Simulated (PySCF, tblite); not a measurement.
# C6H14OSSi: geometry, infrared bands and NMR shifts

What infrared bands and NMR shifts should C6H14OSSi (`CO[Si@@H](S)CC1CCC1`) show?

Programs: tblite 0.8.0 and PySCF 2.14.0, with density-fitted response routines of our own. Each step states its level of theory. These are calculated values for one molecule in the gas phase, unless marked as measured. Atoms are numbered from 0 throughout.

### 1 The starting structure

23 atoms, charge 0, multiplicity 1; geometry from: force field or distance geometry start.

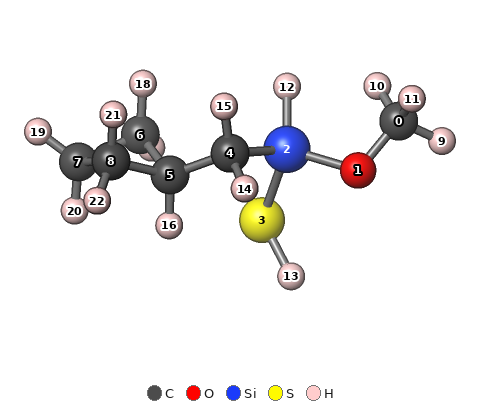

As it starts; carbon dark grey, oxygen red, silicon blue, sulfur yellow, hydrogen pink, atoms numbered; sticks join atoms by distance.

### 2 Relaxing the molecule with GFN2-xTB

The job: settings as JSON, then the geometry in Å.

```
{"job": {"kind": "relax", "xc": "GFN2-xTB", "basis": "xTB"}, "charge": 0, "multiplicity": 1}
C     -3.794400    -0.669000    -0.288800
O     -2.930500     0.308500     0.175900
Si    -1.389000     0.021300    -0.521500
S     -0.829800     1.843400    -1.543900
C     -0.199100    -0.246600     0.910700
C      1.100700     0.342300     0.493300
C      1.763400    -0.231800    -0.760700
C      3.077800     0.202700    -0.075700
C      2.351100    -0.146800     1.229000
H     -4.713300    -0.136000    -0.672700
H     -3.319200    -1.242200    -1.100100
H     -4.093900    -1.367000     0.529700
H     -1.374500    -1.151100    -1.387100
H     -1.465200     2.929400    -0.920100
H     -0.528100     0.307500     1.822200
H     -0.075900    -1.328500     1.106600
H      1.120700     1.467300     0.459800
H      1.547800     0.286000    -1.698200
H      1.706300    -1.348600    -0.814600
H      3.948700    -0.411900    -0.284700
H      3.163600     1.295400    -0.143600
H      2.295900    -1.217700     1.407500
H      2.632300     0.520300     2.087300
```

Launch:

```sh
$ OMP_NUM_THREADS=1 python probes_run.py task.json out
```

This one command runs all jobs of the session in turn.

Log:

```text
step      E/eV     max force
  0    -790.02652    2.458
  1    -790.39560    1.241
  2    -790.59467    1.166
  3    -790.70241    0.804
  4    -790.82782    0.699
  5    -790.89139    0.528
  6    -790.95402    0.535
  7    -790.99083    0.506
  8    -791.02254    0.411
  9    -791.04678    0.342
 10    -791.07609    0.407
 11    -791.10840    0.447
 12    -791.14027    0.355
 13    -791.15957    0.294
 14    -791.16958    0.222
 15    -791.17865    0.251
 16    -791.18907    0.240
 17    -791.20033    0.229
 18    -791.21178    0.301
 19    -791.22213    0.267
 20    -791.23045    0.191
 21    -791.23656    0.170
 22    -791.24145    0.183
 23    -791.24646    0.198
 24    -791.25192    0.164
 25    -791.25726    0.163
 26    -791.26220    0.127
 27    -791.26713    0.153
 28    -791.27241    0.171
 29    -791.27824    0.181
 30    -791.28437    0.176
 31    -791.28995    0.135
 32    -791.29433    0.134
 33    -791.29763    0.101
 34    -791.30046    0.126
 35    -791.30306    0.125
 36    -791.30523    0.099
 37    -791.30703    0.076
 38    -791.30864    0.079
 39    -791.31011    0.090
 40    -791.31148    0.085
 41    -791.31283    0.087
 42    -791.31435    0.111
 43    -791.31619    0.102
 44    -791.31848    0.098
 45    -791.32068    0.094
 46    -791.32242    0.099
 47    -791.32519    0.142
 48    -791.32799    0.167
 49    -791.33040    0.124
 50    -791.33205    0.078
 51    -791.33342    0.076
 52    -791.33486    0.092
 53    -791.33607    0.082
 54    -791.33677    0.049
 55    -791.33710    0.043
 56    -791.33739    0.061
 57    -791.33772    0.059
 58    -791.33807    0.029
 59    -791.33824    0.028
 60    -791.33842    0.027
 61    -791.33861    0.039
 62    -791.33885    0.039
 63    -791.33910    0.032
 64    -791.33937    0.038
 65    -791.33966    0.043
 66    -791.34006    0.048
 67    -791.34061    0.052
 68    -791.34130    0.051
 69    -791.34210    0.069
 70    -791.34307    0.079
 71    -791.34453    0.121
 72    -791.34696    0.184
 73    -791.35045    0.214
 74    -791.29319    1.330
 75    -791.35661    0.125
 76    -791.35955    0.094
 77    -791.36539    0.287
 78    -791.36796    0.117
 79    -791.37107    0.107
 80    -791.38083    0.109
 81    -791.38438    0.143
 82    -791.38844    0.120
 83    -791.39096    0.207
 84    -791.39380    0.138
 85    -791.39592    0.092
 86    -791.39876    0.089
 87    -791.39972    0.077
 88    -791.40144    0.074
 89    -791.40256    0.073
 90    -791.40414    0.087
 91    -791.40597    0.085
 92    -791.40797    0.100
 93    -791.40919    0.117
 94    -791.41073    0.086
 95    -791.41189    0.078
 96    -791.41365    0.061
 97    -791.41456    0.081
 98    -791.41578    0.090
 99    -791.41657    0.065
100    -791.41752    0.051
101    -791.41829    0.042
102    -791.41896    0.049
103    -791.41951    0.049
104    -791.42005    0.042
105    -791.42053    0.038
106    -791.42092    0.040
107    -791.42129    0.053
108    -791.42172    0.045
109    -791.42235    0.052
110    -791.42316    0.062
111    -791.42388    0.056
112    -791.42441    0.057
113    -791.42487    0.056
114    -791.42541    0.056
115    -791.42599    0.056
116    -791.42652    0.047
117    -791.42687    0.048
118    -791.42719    0.052
119    -791.42753    0.065
120    -791.42788    0.063
121    -791.42818    0.055
122    -791.42850    0.043
123    -791.42889    0.055
124    -791.42941    0.062
125    -791.42998    0.057
126    -791.43044    0.048
127    -791.43076    0.049
128    -791.43102    0.044
129    -791.43124    0.031
130    -791.43143    0.036
131    -791.43164    0.030
132    -791.43188    0.034
133    -791.43205    0.032
134    -791.43222    0.030
135    -791.43245    0.035
136    -791.43278    0.038
137    -791.43309    0.035
138    -791.43329    0.030
139    -791.43343    0.026
140    -791.43357    0.025
141    -791.43369    0.028
142    -791.43378    0.027
143    -791.43383    0.024
144    -791.43389    0.018
145    -791.43395    0.020
146    -791.43401    0.016
147    -791.43406    0.012
148    -791.43410    0.011
149    -791.43413    0.010
150    -791.43416    0.011
151    -791.43418    0.008
```

Run time: 4.3 s. Hardware: 1 thread of Intel Xeon at 2.50GHz, shared host; peak memory 0.18 GiB.

The steps of the relaxation: (not every step is listed)

```csv
step,energy from step 0 (eV),largest force (eV/Å)
0,0.0000,2.4581
1,-0.3691,1.2409
2,-0.5681,1.1657
3,-0.6759,0.8042
4,-0.8013,0.6987
5,-0.8649,0.5279
6,-0.9275,0.5353
7,-0.9643,0.5058
8,-0.9960,0.4107
21,-1.2100,0.1704
34,-1.2739,0.1265
47,-1.2987,0.1420
60,-1.3119,0.0266
73,-1.3239,0.2137
86,-1.3722,0.0894
99,-1.3900,0.0655
112,-1.3979,0.0565
125,-1.4035,0.0569
138,-1.4068,0.0301
146,-1.4075,0.0156
147,-1.4075,0.0118
148,-1.4076,0.0115
149,-1.4076,0.0103
150,-1.4076,0.0112
151,-1.4077,0.0081
```

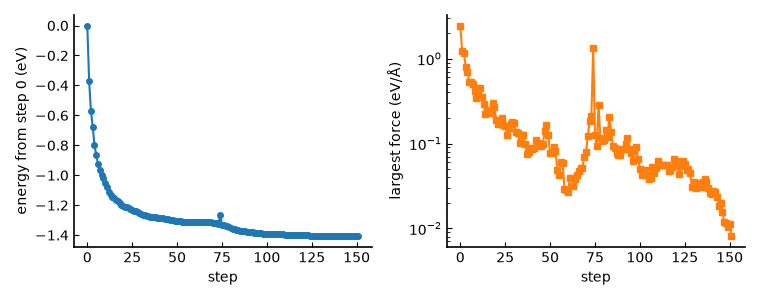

Energy and force, step by step.

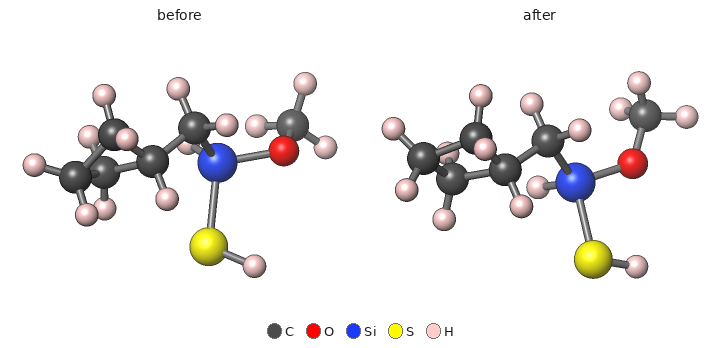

Before and after, at one scale.

Distances of close pairs at the start and the end, largest changes first:

```csv
bond,before (Å),after (Å),change (Å)
O1–Si2,1.716,1.625,-0.091
S3–H13,1.404,1.321,-0.083
C0–H9,1.130,1.090,-0.040
C8–H22,1.123,1.088,-0.035
C5–H16,1.126,1.092,-0.034
C4–C5,1.487,1.521,+0.034
C6–H18,1.120,1.088,-0.031
C0–H11,1.117,1.092,-0.025
```

The next job starts from the end point, and lists it.

### 3 Vibrational analysis with GFN2-xTB

The job: settings as JSON, then the geometry in Å.

```
{"job": {"kind": "ir", "xc": "GFN2-xTB", "basis": "xTB"}, "charge": 0, "multiplicity": 1}
C     -3.701959    -0.891485    -0.053606
O     -3.001677     0.270193    -0.389158
Si    -1.429610     0.394499    -0.781704
S     -1.236783     2.502081    -1.108910
C     -0.225025    -0.117605     0.594873
C      1.171094     0.445402     0.380847
C      1.988421    -0.138695    -0.783436
C      3.191684    -0.293869     0.158625
C      2.273677    -0.008128     1.356171
H     -4.745254    -0.617858     0.102045
H     -3.635688    -1.626622    -0.857918
H     -3.303170    -1.333565     0.861569
H     -1.157824    -0.315068    -2.033643
H     -2.517585     2.731284    -1.339296
H     -0.598315     0.236119     1.561041
H     -0.163430    -1.206881     0.660954
H      1.114057     1.533694     0.319407
H      2.128309     0.512865    -1.642736
H      1.595563    -1.094387    -1.125375
H      3.680797    -1.266003     0.152775
H      3.941945     0.479682     0.010996
H      2.002028    -0.909477     1.903372
H      2.623993     0.740809     2.063186
```

Log:

```text
mode    cm-1     km/mol
  1      28.7      0.89
  2      58.0      2.38
  3      67.4      0.15
  4      85.5      0.39
  5      92.6      1.38
  6     102.4      3.09
  7     132.4      4.77
  8     139.9     27.35
  9     204.4      5.24
 10     229.0     29.28
 11     269.4      9.78
 12     329.1      4.45
 13     399.7      2.33
 14     522.1     44.32
 15     651.1    159.71
 16     661.7     57.57
 17     675.6     17.70
 18     713.9     57.28
 19     747.5    124.42
 20     779.5     52.18
 21     808.6    102.56
 22     816.5     91.52
 23     826.6      8.44
 24     922.6      3.72
 25     995.9      0.26
 26    1024.5     11.45
 27    1036.4      0.59
 28    1040.7      1.43
 29    1080.5      9.49
 30    1130.5    120.13
 31    1132.7     24.50
 32    1150.9    114.78
 33    1157.7      2.07
 34    1178.0      3.97
 35    1186.0      0.83
 36    1212.2      8.75
 37    1235.0      8.57
 38    1245.6      3.47
 39    1256.2      0.67
 40    1261.3      1.17
 41    1278.9      4.02
 42    1349.8     12.86
 43    1415.4      0.01
 44    1465.2      1.30
 45    1474.8      0.29
 46    1478.6      0.98
 47    1480.5      5.19
 48    1485.4      2.76
 49    1496.2      0.15
 50    2235.3    230.58
 51    2493.6     87.73
 52    2939.1     33.58
 53    2956.7     18.31
 54    2960.2     34.24
 55    2968.3     32.24
 56    2970.9     45.83
 57    2993.2     14.24
 58    3001.0      2.69
 59    3001.4     20.39
 60    3012.0     41.83
 61    3013.5     91.83
 62    3017.0     65.12
 63    3024.7     80.09
```

Run time: 4 s. Hardware: 1 thread of Intel Xeon at 2.50GHz, shared host; peak memory 0.18 GiB.

Which atoms move in the most intense modes:

```csv
cm⁻¹,km/mol,atoms
651,159.7,H12 81 %
748,124.4,"C4 32 %, Si2 25 %"
809,102.6,"H19 12 %, H20 11 %, H15 11 %, C4 10 %"
816,91.5,"Si2 21 %, H22 11 %"
1130,120.1,"O1 30 %, C0 30 %, H10 23 %, H9 11 %"
1151,114.8,"H9 29 %, O1 27 %, C0 20 %, H10 10 %"
2235,230.6,H12 97 %
3014,91.8,"H19 44 %, H21 23 %, H18 17 %"
```

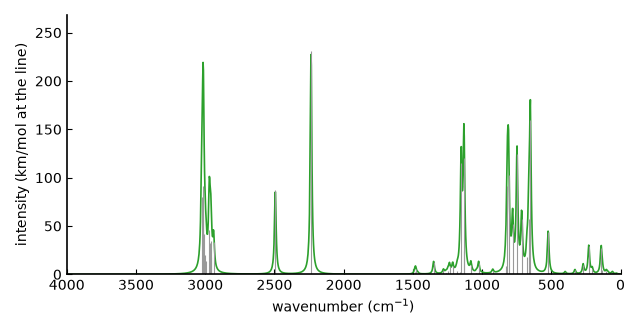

The infrared spectrum from these modes, unscaled. Lines are broadened to a width of 14 cm⁻¹ (Lorentzian).

### 4 NMR shieldings: PBE0/pcSseg-1

Same as in step 3 but for these lines:

```diff
@@ -1,2 +1,2 @@
-{"job": {"kind": "ir", "xc": "GFN2-xTB", "basis": "xTB"}, "charge": 0, "multiplicity": 1}
+{"job": {"kind": "nmr", "xc": "PBE0", "basis": "pcSseg-1"}, "charge": 0, "multiplicity": 1}
 C     -3.701959    -0.891485    -0.053606
```

Level: GIAO PBE0/pcSseg-1 NMR shielding, non-relativistic, gas phase.

Log:

```text
coarse grid: 19536 points
cycle   1  E = -999.1320564123  dE =  1.056e+00  |g| = 7.376e-01  |ddm| = 4.257e+00
cycle   2  E = -999.0270930286  dE =  1.050e-01  |g| = 1.062e+00  |ddm| = 1.604e+00
cycle   3  E = -999.2435780979  dE = -2.165e-01  |g| = 1.184e-01  |ddm| = 1.055e+00
cycle   4  E = -999.2461535388  dE = -2.575e-03  |g| = 4.394e-02  |ddm| = 1.451e-01
cycle   5  E = -999.2465873802  dE = -4.338e-04  |g| = 9.025e-03  |ddm| = 4.891e-02
cycle   6  E = -999.2466043418  dE = -1.696e-05  |g| = 3.395e-03  |ddm| = 1.238e-02
cycle   7  E = -999.2466069539  dE = -2.612e-06  |g| = 4.101e-04  |ddm| = 3.400e-03
final grid: 177336 points
cycle   8  E = -999.3142157528  dE = -4.806e-05  |g| = 1.215e-02  |ddm| = 3.811e-02
cycle   9  E = -999.3141902622  dE =  2.549e-05  |g| = 1.653e-02  |ddm| = 2.304e-02
cycle  10  E = -999.3142481511  dE = -5.789e-05  |g| = 1.593e-03  |ddm| = 1.374e-02
cycle  11  E = -999.3142486637  dE = -5.126e-07  |g| = 2.498e-04  |ddm| = 1.635e-03
cycle  12  E = -999.3142486749  dE = -1.127e-08  |g| = 8.005e-05  |ddm| = 2.937e-04
cycle  13  E = -999.3142486762  dE = -1.295e-09  |g| = 2.628e-05  |ddm| = 9.699e-05
cycle  14  E = -999.3142486764  dE = -1.621e-10  |g| = 3.765e-06  |ddm| = 2.607e-05
converged SCF energy = -999.3142486764

GIAO shielding tensors (ppm)
atom      isotropic    diamagn.    paramagn.     s11        s22        s33       span
  0 C      134.062     243.383    -109.320    107.548    108.946    185.692     78.144
  1 O      318.717     397.453     -78.735    280.956    327.412    347.784     66.828
  2 Si     341.582     880.618    -539.036    302.757    342.554    379.436     76.679
  3 S      733.611    1059.600    -325.989    597.672    707.988    895.173    297.502
  4 C      156.475     255.815     -99.340    143.790    151.293    174.342     30.552
  5 C      157.465     247.299     -89.834    144.540    161.440    166.413     21.873
  6 C      157.839     249.168     -91.329    143.229    149.310    180.976     37.747
  7 C      169.768     254.676     -84.908    159.268    167.960    182.078     22.810
  8 C      154.138     250.309     -96.171    137.037    144.019    181.358     44.321
  9 H       27.782      26.559       1.223     23.108     25.408     34.829     11.721
 10 H       28.074      28.413      -0.339     24.114     25.355     34.754     10.640
 11 H       28.049      30.095      -2.046     23.160     26.657     34.332     11.172
 12 H       26.094      31.285      -5.191     23.236     24.644     30.403      7.166
 13 H       31.347      30.473       0.873     23.117     27.897     43.026     19.909
 14 H       30.686      33.876      -3.190     26.713     29.502     35.842      9.129
 15 H       30.769      34.799      -4.030     26.610     31.381     34.317      7.707
 16 H       29.250      34.011      -4.761     24.176     30.166     33.408      9.232
 17 H       29.612      31.618      -2.006     25.664     28.643     34.530      8.866
 18 H       30.212      32.653      -2.442     26.663     30.468     33.504      6.841
 19 H       29.884      29.562       0.323     25.965     26.748     36.939     10.974
 20 H       29.740      30.025      -0.285     26.645     26.964     35.612      8.967
 21 H       30.017      31.618      -1.601     26.896     29.142     34.013      7.117
 22 H       29.374      30.580      -1.206     26.132     26.622     35.370      9.238
```

Run time: 3.2 min. Hardware: 1 thread of Intel Xeon at 2.50GHz, shared host; peak memory 1.1 GiB.

The references, computed at this level on geometries of the same kind, shield at (ppm): 1H TMS 31.72, 13C TMS 186.9, 29Si TMS 349.2, 17O H2O 336.1, 33S CS2 504. Their shielding less the atom's gives the shift. The references are single molecules in the gas phase, so shifts against H2O, NH3, PH3, H3PO4 or CFCl3 are not on the usual liquid scales and can be off by tens of ppm. Atoms listed in one row are averaged.

```csv
atoms,environment,σ (ppm),δ (ppm),δ scaled to CDCl3
C0,methyl carbon bonded to O,134.1,52.9,49.7
C8,sp3 CH2 in a ring,154.1,32.8,30.1
C4,sp3 CH2 bonded to Si,156.5,30.5,27.8
C5,sp3 CH in a ring,157.5,29.5,26.8
C6,sp3 CH2 in a ring,157.8,29.1,26.5
C7,sp3 CH2 in a ring,169.8,17.2,14.8
H12,"hydrogen on a silicon bonded to C, O, S",26.09,5.62,–
"H9, H10, H11",hydrogen on a methyl carbon bonded to O,27.97,3.75,3.64
H16,hydrogen on an sp3 CH in a ring,29.25,2.47,2.43
H22,hydrogen on an sp3 CH2 in a ring,29.37,2.34,2.31
H17,hydrogen on an sp3 CH2 in a ring,29.61,2.10,2.09
H20,hydrogen on an sp3 CH2 in a ring,29.74,1.98,1.97
H19,hydrogen on an sp3 CH2 in a ring,29.88,1.83,1.83
H21,hydrogen on an sp3 CH2 in a ring,30.02,1.70,1.71
H18,hydrogen on an sp3 CH2 in a ring,30.21,1.51,1.52
H14,hydrogen on an sp3 CH2 bonded to Si,30.69,1.03,1.08
H15,hydrogen on an sp3 CH2 bonded to Si,30.77,0.95,1.00
H13,hydrogen on a sulfur bonded to Si,31.35,0.37,–
O1,"oxygen bonded to C, Si",318.7,17.4,–
Si2,"silicon bonded to C, O, S, H",341.6,7.6,–
S3,"sulfur bonded to Si, H",734,-230,–
```

The scaled column applies a straight-line fit of computed shieldings to shifts measured in CDCl3, with any fitted terms for Cl, Br or S neighbours (root-mean-square error 0.16 ppm for H, 1.9 ppm for C).

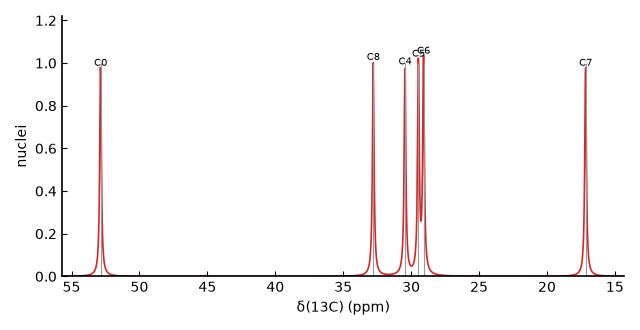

13C lines at the computed shifts, without couplings. Lines are broadened to a width of 0.14 ppm (Lorentzian).

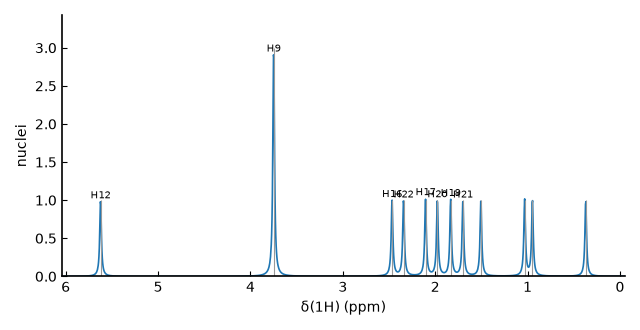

1H lines at the computed shifts, without couplings. Lines are broadened to a width of 0.02 ppm (Lorentzian).

The run also stored atomic charges by several schemes (e):

```csv
atoms,Mulliken,IAO,Hirshfeld,ESP fit
C0,-0.01,-0.20,-0.03,-0.13
O1,-0.64,-0.64,-0.23,-0.31
Si2,0.92,1.07,0.39,0.43
S3,-0.43,-0.36,-0.16,-0.45
C4,-0.46,-0.56,-0.17,-0.65
C5,-0.40,-0.10,-0.02,0.33
C6,-0.16,-0.27,-0.07,-0.19
C7,-0.23,-0.26,-0.07,-0.09
C8,-0.12,-0.27,-0.07,-0.17
```

IAO charges:

C0 -0.20; O1 -0.64; Si2 1.07; S3 -0.36; C4 -0.56; C5 -0.10; C6 -0.27; C7 -0.26; C8 -0.27; H9 0.16; H10 0.13; H11 0.13; H12 -0.17; H13 0.12; H14 0.15; H15 0.14; H16 0.13; H17 0.14; H18 0.13; H19 0.13; H20 0.14; H21 0.13; H22 0.13

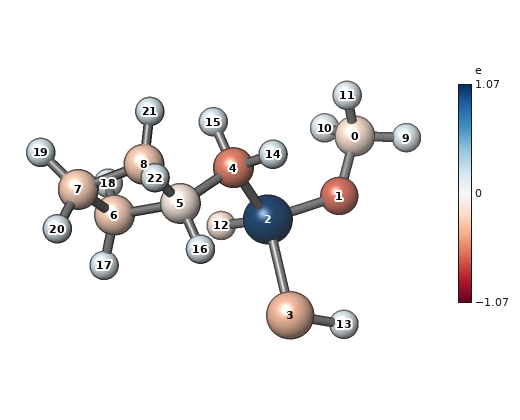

IAO charges, as colours on the atoms.

Mayer bond orders: C0–O1 0.89, O1–Si2 0.99, Si2–S3 1.01, Si2–C4 0.89, C4–C5 1.02, C5–C6 1.00, C6–C7 1.05, C7–C8 1.05, C8–C5 1.00.

Ring of atoms C5, C6, C7, C8: NICS(0) 0.4, NICS(1) -0.2, NICS(1)zz 5.0 ppm (means of both faces).

The fields below are evaluated on a grid from the run's orbitals.

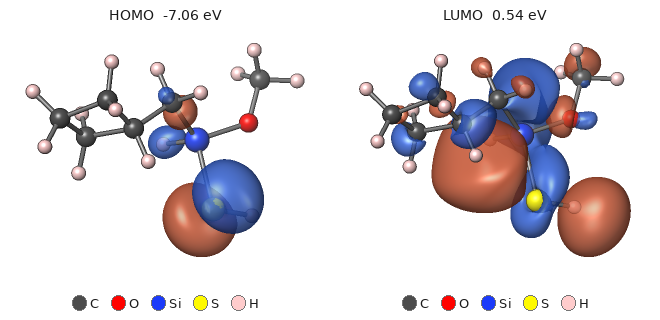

PBE0/pcSseg-1 orbitals near the gap, drawn at the value that encloses 70 % of each; the two colours are the two signs.

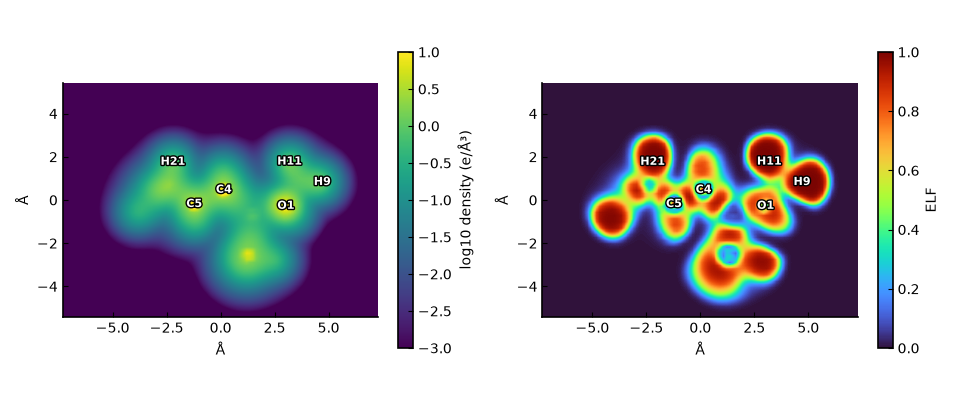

Density (left) and ELF (right) in a plane through or near 6 of the atoms.

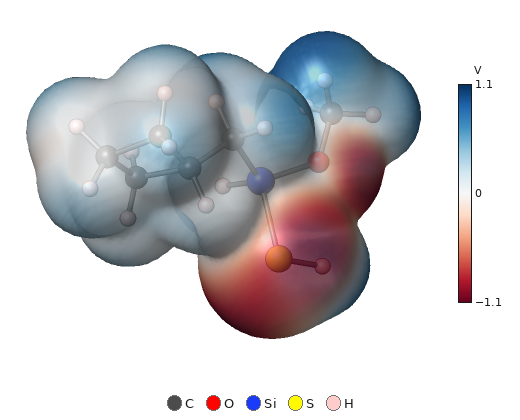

The potential that a unit positive charge feels on the 0.002 e/bohr³ surface, from -1.10 V near S3 to 1.03 V near H15.

### 5 Summary of results

```
                                                              quantity                                                                       value
                             strongest single infrared mode (GFN2-xTB)                                                       2235 cm⁻¹, 231 km/mol
                                          zero-point energy (GFN2-xTB)                                                              117.4 kcal/mol
                                13C shifts against TMS (PBE0/pcSseg-1)                                      52.9, 32.8, 30.5, 29.5, 29.1, 17.2 ppm
1H shifts against TMS (PBE0/pcSseg-1, means over atoms taken as alike)  5.62, 3.75, 2.47, 2.34, 2.10, 1.98, 1.83, 1.70, 1.51, 1.03, 0.95, 0.37 ppm
                                17O shifts against H2O (PBE0/pcSseg-1)                                                                    17.4 ppm
                               29Si shifts against TMS (PBE0/pcSseg-1)                                                                     7.6 ppm
                                33S shifts against CS2 (PBE0/pcSseg-1)                                                                    -230 ppm
                                 surface potential, least and greatest                                                          -1.10 V and 1.03 V
```

What this shows: The optimisation took 151 steps and gained 1.408 eV; among the close pairs (by a distance rule), O1–Si2 changed most, from 1.716 to 1.625 Å. No mode is imaginary among the 63: a minimum at this level. The strongest single mode, at 2235 cm⁻¹, moves mainly H12. GFN2-xTB is a fitted tight-binding method: band positions and strengths are rough. Its intensities can rank the bands wrongly. The most deshielded carbon is C0 (methyl carbon bonded to O), at 52.9 ppm: deshielded by the electronegative neighbour. At PBE0/pcSseg-1: Shielding is most anisotropic at S3 (span 298 ppm, paramagnetic term -326 ppm).
